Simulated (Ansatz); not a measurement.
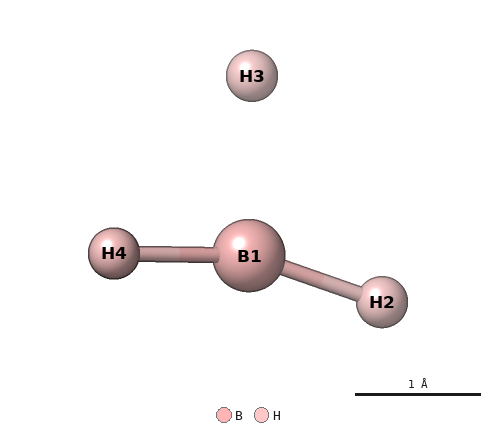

The picture comes from a calculation with Ansatz.

Orthographic view. Atoms fade into the background with distance from the viewer. The species has charge +1 and is a spin doublet. Geometry: a fixed input geometry, not necessarily a minimum.

List all interatomic distances (Å) as a matrix.

| atom | B1 | H2 | H3 | H4 |
| --- | --- | --- | --- | --- |
| B1 | 0.00 |  |  |  |
| H2 | 1.18 | 0.00 |  |  |
| H3 | 1.55 | 2.10 | 0.00 |  |
| H4 | 1.19 | 2.35 | 2.11 | 0.00 |
